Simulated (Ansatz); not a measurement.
In doubt: one-shot GW on d or f shells is unsure (in some of the runs), so the values of those runs are not to be relied on.

System: BaCu2SnS4 (P3_121).

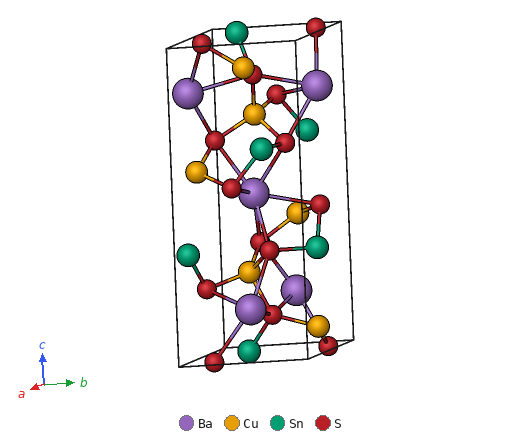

The structure (barium purple, copper orange, tin teal, sulfur red). Some periodic images of atoms are drawn too.

Symmetry: P3_121, No. 152, trigonal system. Conventional cell: a = 6.437 Å, b = 6.437 Å, c = 15.831 Å, α = 90.00°, β = 90.00°, γ = 120.00°. Nearest to Ba lie 8 S at 3.23 to 3.34 Å. Nearest to Cu lie 4 S at 2.33 to 2.39 Å. Nearest to Sn lie 4 S at 2.45 to 2.46 Å. S has 2 Cu at 2.33 to 2.37 Å and 1 Sn at 2.46 Å and 2 Ba at 3.23 to 3.24 Å nearest. Nearest to S lie 2 Cu at 2.33 to 2.39 Å and 1 Sn at 2.45 Å and 2 Ba at 3.26 to 3.34 Å. Farther neighbours and most contacts between anions are not listed.

```yaml
crystal:
  lattice:
    - [6.43650, 0.00000, 0.00000]
    - [-3.21825, 5.57417, 0.00000]
    - [0.00000, 0.00000, 15.83099]
  atoms:
    - { symbol: Ba, position: [0.42640, 0.42640, 0.50000] }
    - { symbol: Ba, position: [0.00000, 0.57360, 0.16667] }
    - { symbol: Ba, position: [0.57360, 0.00000, 0.83333] }
    - { symbol: Cu, position: [0.36978, 0.43384, 0.74520] }
    - { symbol: Cu, position: [0.93594, 0.56616, 0.92147] }
    - { symbol: Cu, position: [0.43384, 0.36978, 0.25480] }
    - { symbol: Cu, position: [0.06406, 0.63022, 0.41187] }
    - { symbol: Cu, position: [0.56616, 0.93594, 0.07853] }
    - { symbol: Cu, position: [0.63022, 0.06406, 0.58813] }
    - { symbol: Sn, position: [0.70499, 0.00000, 0.33333] }
    - { symbol: Sn, position: [0.00000, 0.70499, 0.66667] }
    - { symbol: Sn, position: [0.29501, 0.29501, 0.00000] }
    - { symbol: S, position: [0.76519, 0.65191, 0.33582] }
    - { symbol: S, position: [0.88672, 0.23481, 0.00249] }
    - { symbol: S, position: [0.34809, 0.11328, 0.66915] }
    - { symbol: S, position: [0.11328, 0.34809, 0.33085] }
    - { symbol: S, position: [0.23481, 0.88672, 0.99751] }
    - { symbol: S, position: [0.65191, 0.76519, 0.66418] }
    - { symbol: S, position: [0.93959, 0.44045, 0.54641] }
    - { symbol: S, position: [0.50086, 0.06041, 0.21308] }
    - { symbol: S, position: [0.06041, 0.50086, 0.78692] }
    - { symbol: S, position: [0.44045, 0.93959, 0.45359] }
    - { symbol: S, position: [0.49914, 0.55955, 0.12026] }
    - { symbol: S, position: [0.55955, 0.49914, 0.87974] }
```

The cell and positions are those that the Materials Project relaxed with its own functionals (PBE, PBE+U or r2SCAN), kept fixed. At the settings of the band run the largest force is still 0.18 eV/Å. Spin-orbit coupling is left out unless a run names it. PAW set soft_2, made with PBE.

Gaps computed with Ansatz 0.2.0 without a self-energy: r2SCAN 0.63 eV, r2SCAN+SOC 0.61 eV and PBE0 2.11 eV.

Question: What gap should G0W0 on r2SCAN give (6×6×2 mesh, 1487 empty bands, screening to 110 eV, default PAW files)?

About 0.92 eV: on its mesh the run moves the gap from 0.64 eV by +0.29 eV, and the mesh misses the edges by 0.01 eV. Among the scalar-relativistic levels given, r2SCAN is nearest (−0.29 eV). Bands and cutoff are finite, so the gap is not at the basis limit. The miss can reach some tenths of an eV and take either sign; the mesh is an error of its own. A d shell, filled or nearly so, lies near the gap. One-shot GW converges very slowly in bands there, not always from below, and on a semilocal start the gap tends to come out low; starts rich in exact exchange can overshoot instead. The many-body steps are scalar-relativistic: spin-orbit coupling is not in them.

[Paths, hosts, dates, memory and timing lines, banners, echoed tables and standing remarks are left out of the program output.]

[Logs are printed without paths, hosts, clocks, repeated set-up lines and the standing remarks that a program may print on its own settings, such as how far it seeks lower states.]

[Runs of the session that timed out or met a known fault of the program may be left out.]

[Cells called generated may have been cut or substituted from an entry of the Crystallography Open Database or the Materials Project.]

[Hosts, paths, dates, database ids (printed as entryN), source tags and the programs' standing remarks are cut or masked in the printed files.]
